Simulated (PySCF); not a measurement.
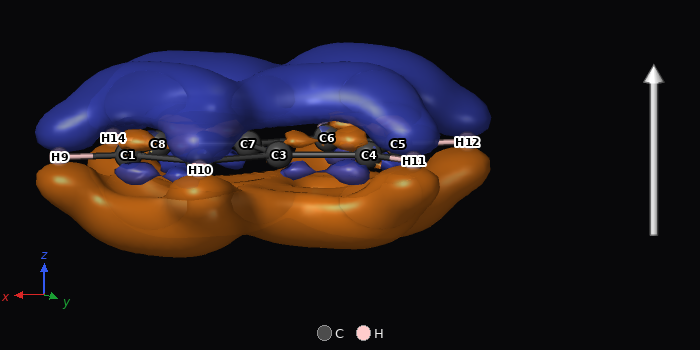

Figure 1: C$_{8}$H$_{6}$, SMILES `C1=CC2=CC=CC2=C1`. Change of the electron density in a uniform field of 0.41 V/Å along +z (arrow), surfaces at ±0.002 e/Å³ (orange: gain, blue: loss).

Level of theory: HF/6-311G** (PySCF), at a geometry from GFN2-xTB. No frequency check shows the geometry to be a minimum. A basis without diffuse functions makes polarisabilities too small.

How large is the response?

Answer. The induced dipole is 0.72 D (along the field); α along this axis, from the fields in both directions, is 35 bohr³ (5.2 Å³).

Which atoms gain and lose the most charge?

Answer. Hardly any: no atom's Hirshfeld charge changes by as much as 0.002 e. The density shifts from one side of each atom to the other; 0.086 electrons are displaced in all.

Cost of the run: 11 s on 1 thread of Arm Neoverse V2, with other jobs on the host, peak memory 0.47 GiB.
